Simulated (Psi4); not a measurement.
# CF4 (tetrafluoromethane): B3LYP/aug-cc-pVDZ

Aim: the energy change on altering one bond length of CF4 (tetrafluoromethane) at B3LYP/aug-cc-pVDZ, from 2 runs. 

The calculation is run with Psi4 1.11.

4 further runs of the same task are left out: 2 that didn't finish, 2 set aside as unsound or not needed.

**1. The structure to begin with**

CF4 has 5 atoms, charge 0, and is taken as a singlet. As SMILES, `FC(F)(F)F`. Geometry: relaxed at PBE0-D4/def2-TZVP.

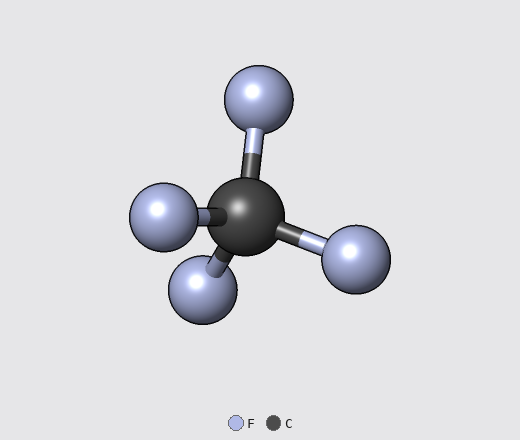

Viewed from a chosen angle; fluorine light blue, carbon dark grey.

**2. Energy and gradient at B3LYP/aug-cc-pVDZ**

cf4.inp reads:

```
memory 1600 mb

molecule system {
  0 1
  F
  C 1 1.317944
  F 2 1.317977 1 109.46999
  F 2 1.318011 1 109.46897 3 119.99483
  F 2 1.317957 1 109.47675 3 -120.00519
  symmetry c1
}

set {
  basis                aug-cc-pVDZ
  puream               true
  e_convergence        1e-09
  d_convergence        1e-08
  scf_type             pk
  dft_radial_points    99
  dft_spherical_points 590
}

energy_value, wavefunction = gradient('b3lyp', return_wfn=True)
oeprop(wavefunction, 'QUADRUPOLE', 'WIBERG_LOWDIN_INDICES', 'DIPOLE')
```

The run is started by

```bash
psi4 -n 1 cf4.inp cf4.out
```

cf4.out:

```text
[...]
  Running in c1 symmetry.
[...]
  Nuclear repulsion =  206.220045128294601
[...]
  Multiplicity = 1
[...]
  Nalpha       = 21
  Nbeta        = 21
[...]
    Number of basis functions: 115
[...]
   @RKS iter   1:  -437.44343563206672   -3.99613e-02   5.05308e-03 ADIIS/DIIS
[...]
   @RKS iter   9:  -437.54329344430732   -4.71800e-12   6.24367e-10 DIIS
[...]
    Orbital Energies [Eh]
    ---------------------
    Doubly Occupied:
       1A    -24.781946     2A    -24.781944     3A    -24.781930
       4A    -24.781915     5A    -10.538744     6A     -1.402164
       7A     -1.285206     8A     -1.285187     9A     -1.285163
      10A     -0.753090    11A     -0.661834    12A     -0.661827
      13A     -0.661819    14A     -0.524548    15A     -0.524544
      16A     -0.497798    17A     -0.497792    18A     -0.497787
      19A     -0.453027    20A     -0.453018    21A     -0.453013
[...]
  @RKS Final Energy:  -437.54329344430732
   => Energetics <=
    Nuclear Repulsion Energy =            206.2200451282946005
    One-Electron Energy =               -1017.0050986806284072
    Two-Electron Energy =                 411.4432892918218272
    DFT Exchange-Correlation Energy =     -38.2015291837953512
    Empirical Dispersion Energy =           0.0000000000000000
    VV10 Nonlocal Energy =                  0.0000000000000000
    Total Energy =                       -437.5432934443073236
[...]
  -Total Gradient:
     Atom            X                  Y                   Z
    ------   -----------------  -----------------  -----------------
       1        0.000007086409    -0.000004775258     0.017609627620
       2       -0.000047004496    -0.000000722494    -0.000027856098
       3        0.000002529819     0.016598427768    -0.005877661940
       4       -0.014360826201    -0.008282886087    -0.005854802675
       5        0.014374169730    -0.008297874493    -0.005851762292
[...]
 Multipole Moments:
 ------------------------------------------------------------------------------------
     Multipole            Electronic (a.u.)      Nuclear  (a.u.)        Total (a.u.)
 ------------------------------------------------------------------------------------
 L = 1.  Multiply by 2.5417464519 to convert [e a0] to [Debye]
 Dipole X            :         -0.0001447           -0.0000268           -0.0001715
 Dipole Y            :          0.0000003            0.0000019            0.0000022
 Dipole Z            :         -0.0000822           -0.0000106           -0.0000928
 Magnitude           :                                                    0.0001950
 L = 2.  Multiply by 1.3450342976 to convert [e a0^2] to [Debye ang]
 Quadrupole XX       :        -93.5711171           74.4372605          -19.1338566
 Quadrupole XY       :          0.0005187           -0.0006623           -0.0001436
[...]
```

It took 34 s on 1 thread of AMD EPYC 7R43 (Zen 3), shared host; peak memory 0.67 GiB.

**3. The distorted shape**

cf4.xyz reads:

```xyz
5
CF4
F     -0.707905     0.256682     1.276860
C      0.152195     0.216682     0.279060
F      1.299695    -0.269918     0.707460
F     -0.464000    -0.786000    -0.966200
F      0.338795     1.434382    -0.189340
```

cf4.py reads:

```python
import psi4

psi4.set_memory(1600000000)
psi4.set_num_threads(1)
psi4.set_output_file('psi4.out', False)

with open('cf4.xyz') as f:
    atoms = ''.join(f.readlines()[2:])
mol = psi4.geometry('0 1\n' + atoms + 'symmetry c1\nno_reorient\nno_com')

psi4.set_options({
    'basis': 'aug-cc-pVDZ',
    'puream': True,
    'e_convergence': 1e-09,
    'd_convergence': 1e-08,
    'scf_type': 'pk',
    'dft_radial_points': 99,
    'dft_spherical_points': 590,
})

result, w = psi4.gradient('b3lyp', return_wfn=True)
psi4.oeprop(w, 'LOWDIN_CHARGES', 'MAYER_INDICES', 'MULLIKEN_CHARGES')
print('gradient / Eh bohr^-1')
print(result.np.round(6))
print(f'energy = {w.energy():.10f} Eh')
for k, v in sorted(psi4.core.scalar_variables().items()):
    print(f'{k:45s} {v:18.10f}')
```

The run is started by

```bash
python cf4.py
```

psi4.out, cut to the lines that bear on the results:

```text
[...]
  Running in c1 symmetry.
[...]
  Nuclear repulsion =  193.204252064749426
[...]
  Multiplicity = 1
[...]
  Nalpha       = 21
  Nbeta        = 21
[...]
    Number of basis functions: 115
[...]
   @RKS iter   1:  -437.36602326050587   -3.18431e-01   5.39326e-03 DIIS/ADIIS
[...]
   @RKS iter  11:  -437.49358903283792   -1.08002e-12   3.47851e-09 DIIS
[...]
  @RKS Final Energy:  -437.49358903283792
   => Energetics <=
    Nuclear Repulsion Energy =            193.2042520647494257
    One-Electron Energy =                -991.0703168265206386
    Two-Electron Energy =                 398.4313386413894591
    DFT Exchange-Correlation Energy =     -38.0588629124561422
    Empirical Dispersion Energy =           0.0000000000000000
    VV10 Nonlocal Energy =                  0.0000000000000000
    Total Energy =                       -437.4935890328379173
[...]
 Multipole Moments:
 ------------------------------------------------------------------------------------
     Multipole            Electronic (a.u.)      Nuclear  (a.u.)        Total (a.u.)
 ------------------------------------------------------------------------------------
 L = 1.  Multiply by 2.5417464519 to convert [e a0] to [Debye]
 Dipole X            :         -9.4188170            9.6611020            0.2422850
 Dipole Y            :        -12.8646831           13.2590857            0.3944026
 Dipole Z            :        -16.7698405           17.2595868            0.4897463
 Magnitude           :                                                    0.6738745
[...]
  -Total Gradient:
     Atom            X                  Y                   Z
    ------   -----------------  -----------------  -----------------
       1        0.005663701939     0.011193496184     0.015243614380
       2        0.014866706187     0.024240960594     0.030081905723
       3        0.008449254227     0.010465944084     0.014465059463
       4       -0.036109325824    -0.058759383102    -0.072972743192
       5        0.007121786750     0.012841926711     0.013201688081
[...]
  Mulliken Charges: (a.u.)
   Center  Symbol    Alpha    Beta     Spin     Total
       1     F     4.64805  4.64805  0.00000 -0.29609
       2     C     2.32366  2.32366  0.00000  1.35268
       3     F     4.64806  4.64806  0.00000 -0.29613
       4     F     4.73218  4.73218  0.00000 -0.46435
[...]
```

On the terminal:

```text
gradient / Eh bohr^-1
[[ 0.005664  0.011193  0.015244]
 [ 0.014867  0.024241  0.030082]
 [ 0.008449  0.010466  0.014465]
 [-0.036109 -0.058759 -0.072973]
 [ 0.007122  0.012842  0.013202]]
energy = -437.4935890328 Eh
CURRENT ENERGY                                   -437.4935890328
CURRENT REFERENCE ENERGY                         -437.4935890328
DD SOLVATION ENERGY                                 0.0000000000
DFT FUNCTIONAL TOTAL ENERGY                      -437.4935890328
DFT TOTAL ENERGY                                 -437.4935890328
DFT VV10 ENERGY                                     0.0000000000
DFT XC ENERGY                                     -38.0588629125
GRID ELECTRONS ALPHA                               20.9999999196
GRID ELECTRONS BETA                                20.9999999196
GRID ELECTRONS TOTAL                               41.9999998392
NUCLEAR REPULSION ENERGY                          193.2042520647
ONE-ELECTRON ENERGY                              -991.0703168265
PCM POLARIZATION ENERGY                             0.0000000000
PE ENERGY                                           0.0000000000
SCF ITERATION ENERGY                             -437.4935890328
SCF ITERATIONS                                     11.0000000000
SCF TOTAL ENERGY                                 -437.4935890328
TWO-ELECTRON ENERGY                               398.4313386414
XC GRID RADIAL POINTS                              99.0000000000
XC GRID SPHERICAL POINTS                          590.0000000000
XC GRID TOTAL POINTS                           284524.0000000000
```

Wall time 35 s (1 thread of AMD EPYC 7R43 (Zen 3), shared host); peak memory 0.67 GiB.

**4. Outcome**

At B3LYP/aug-cc-pVDZ:

| quantity | value |
| --- | --- |
| first shape: total energy | -437.54329 Eh |
| first shape: dipole moment | 0.00 D |
| first shape: HOMO energy | -12.33 eV |
| first shape: LUMO energy | 0.21 eV |
| first shape: HOMO–LUMO gap | 12.53 eV |
| first shape: largest force on an atom | 0.906 eV/Å |
| distorted shape: total energy | -437.49359 Eh |
| distorted shape: dipole moment | 1.71 D |
| distorted shape: HOMO energy | -11.24 eV |
| distorted shape: LUMO energy | -2.37 eV |
| distorted shape: HOMO–LUMO gap | 8.86 eV |
| distorted shape: largest force on an atom | 5.163 eV/Å |
| energy change with the C2–F4 bond stretched from 1.318 to 1.713 Å | 1.353 eV |

With the C2–F4 bond stretched from 1.318 to 1.713 Å the energy rises by 1.35 eV (130 kJ/mol). The first shape isn't relaxed at this level, so the change isn't measured from a minimum. The largest force (first shape) is 0.91 eV/Å: the shape isn't a stationary point for this species at this level.
